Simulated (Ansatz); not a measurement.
**SiF₄···H₂···HF: density, localisation and related maps**

The calculation's input:

```
crystal:
  periodic: [false, false, false]
  atoms:
    - { symbol: Si, position_ang: [-0.549971, 1.19457, -0.40696] }
    - { symbol: H, position_ang: [-0.706959, -1.003726, 1.195179] }
    - { symbol: F, position_ang: [-0.652889, 2.496464, -1.306428] }
    - { symbol: F, position_ang: [-1.929743, 0.420666, -0.458597] }
    - { symbol: F, position_ang: [-0.176277, 1.612781, 1.072213] }
    - { symbol: H, position_ang: [1.712495, -1.509757, -0.38202] }
    - { symbol: F, position_ang: [0.639012, 0.26491, -1.03768] }
    - { symbol: H, position_ang: [-0.106771, -1.339646, 1.050292] }
    - { symbol: F, position_ang: [1.771103, -2.136363, 0.274001] }
basis:
  gaussian: { orbitals: def2-SVP }
hamiltonian:
  xc: pbe0
  dispersion: d4
relax:
  f_tol: 0.03
  max_steps: 50
output:
  orbitals: {}
```

Command:

```sh
ansatz run input.yaml --threads 2 --pin off --max-ram 3072MiB --backend cpu --events-out ev --progress --plain --runs-dir out
```

The fields are those of the relaxed geometry.

These are results of Ansatz 0.2.0, RKS PBE0-D4/def2-SVP, not measurements.

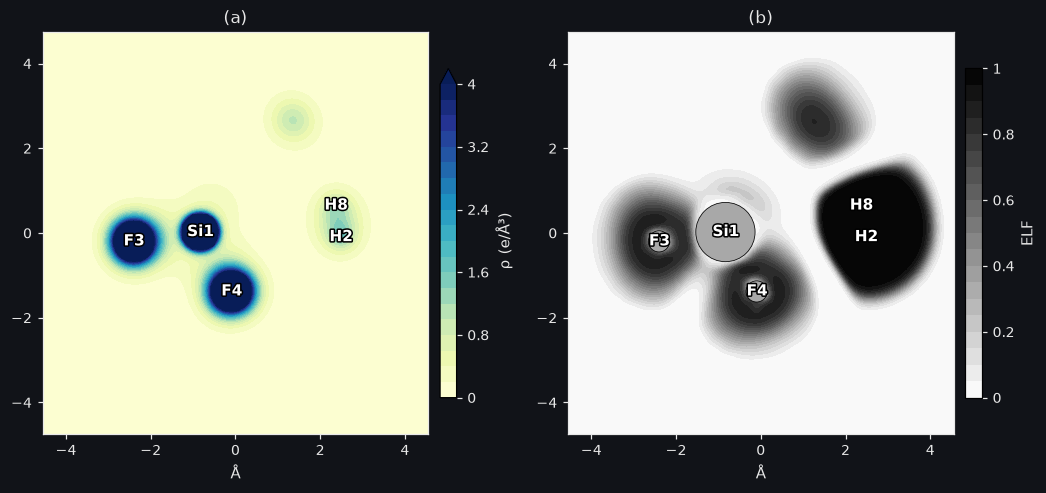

Figure 1. (a) total electron density; (b) ELF on the plane of atoms F3, Si1 and F4. Grey discs cover the atomic cores in the ELF map.

Question: What do the fields say about this system?

Answer: The plane passes through Si, H and F nuclei.
Si–F (1.58 Å): the density is about 1.1 e/Å³ at the midpoint; the ELF peaks at about 0.85 in the valence shell of F, 0.6 Å from its nucleus, and is about 0.45 at the midpoint.
H–H (0.76 Å): ρ at the midpoint is about 1.7 e/Å³; the ELF peaks at about 1 between the atoms.
The ELF also peaks beside F4, F3 and F9, away from the bonds: lone-pair regions.

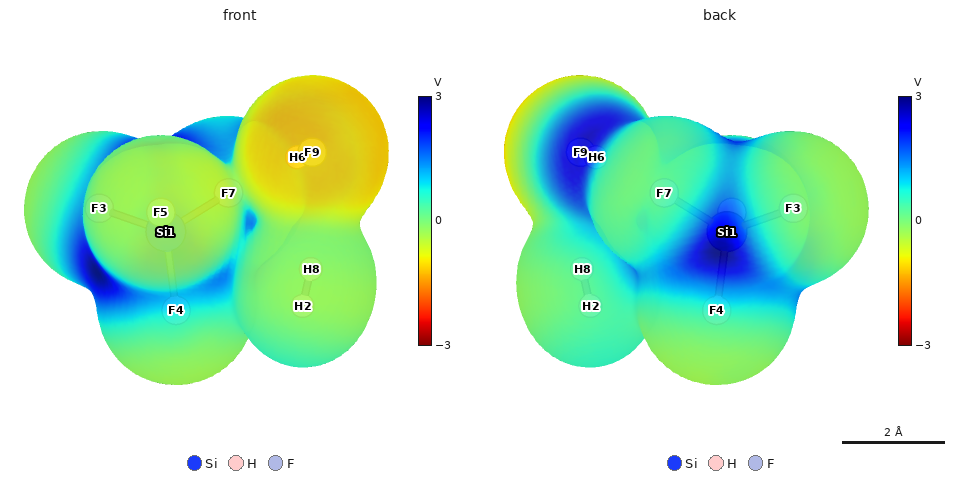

Figure 2. The molecular electrostatic potential painted on the density surface at 0.002 e/bohr³, seen from the front and from behind; the colour scale runs from red (negative) to blue (positive).

Question: Where is the surface potential most negative and most positive?

Answer: The most negative region (about −1.2 V, or −28 kcal/mol for a unit charge) lies over F9, the most positive (about +2.8 V, or +65 kcal/mol for a unit charge) over Si1.

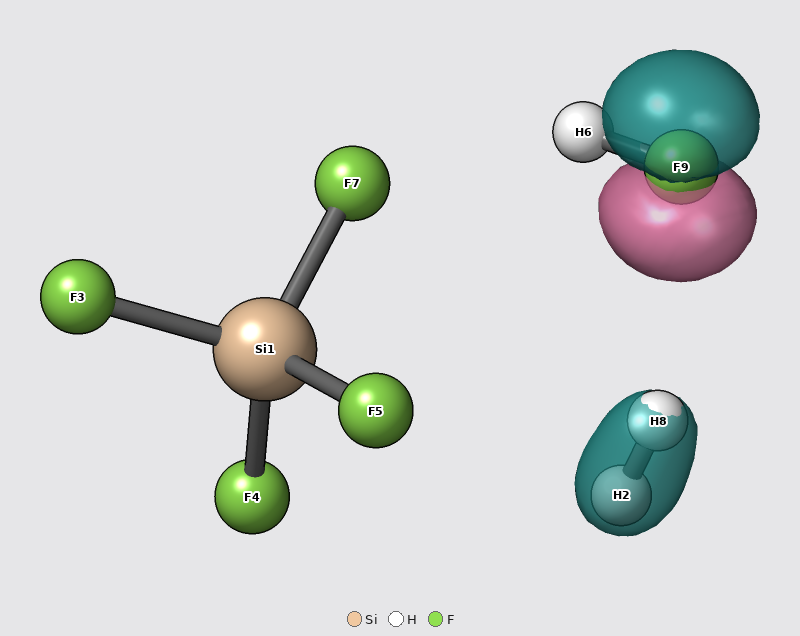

Figure 3. The HOMO at ±0.3 Å⁻³ᐟ² (teal and pink are the two phases), seen at a tilt.

Question: What is the character of this orbital?

Answer: By Hirshfeld shares it lies mainly on F9 (about 75 %), H2 (about 10 %) and H8 (about 10 %); largely a lone pair of F9. Its energy is −10.88 eV.
